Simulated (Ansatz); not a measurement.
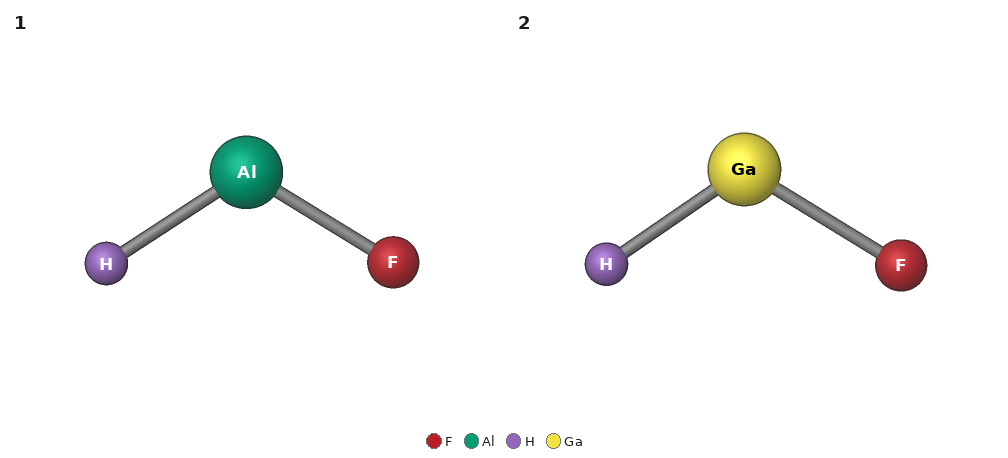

2 molecules with one skeleton, seen from the same side and at one scale. State: neutral, doublet. Computed geometries: PBE0-D4/def2-TZVP optimisations, one conformation each. Properties computed with Ansatz 0.2.0.

One atom differs, called X below: Al in panel 1, Ga in panel 2. Their formulas are AlFH (`[F][AlH]`), FGaH (`[F][GaH]`).

In which is the length of X–F larger (PBE0-D4/def2-TZVP)?

Answer. In panel 2 (X = Ga).

In which is the dipole moment larger (PBE0-D4/def2-TZVP)?

Answer. In panel 2 (X = Ga).

Give the values. With PBE0-D4/def2-TZVP: length of X–F (Å), length of X–H (Å), angle F–X–H (°), dipole moment (D), harmonic zero-point energy (kJ/mol).

```
                           quantity  1 (Al)  2 (Ga)   2 − 1
                  length of X–F (Å)   1.656   1.767  +0.111
                  length of X–H (Å)   1.607   1.610  +0.003
                    angle F–X–H (°)   115.5   114.1    −1.4
                  dipole moment (D)    1.57    2.21   +0.64
harmonic zero-point energy (kJ/mol)    19.0    17.3    −1.7
```
